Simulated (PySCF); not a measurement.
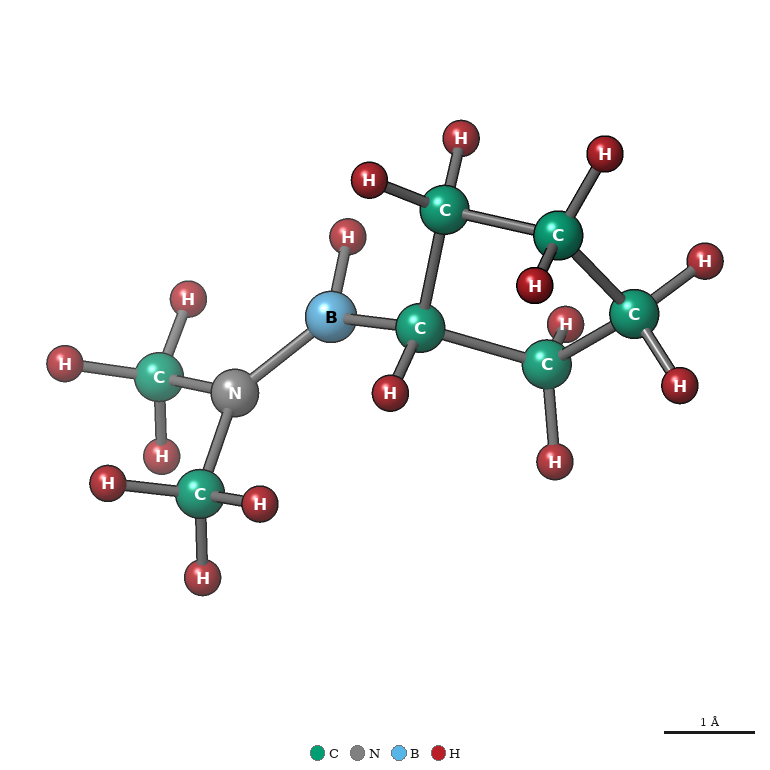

Atoms fade into the background with distance from the viewer. Computed geometry: PBE0-D3(BJ)/def2-SVP optimisation. No frequency run is at hand to confirm it as a minimum. Masses are those of the most abundant isotopes; constants are for the rigid equilibrium geometry.

What kind of rotor is it, and what are its rotational constants in GHz?

An asymmetric top (C1): A = 3.79, B = 0.731, C = 0.721 GHz. Ray's parameter κ is −0.99, close to the prolate limit.
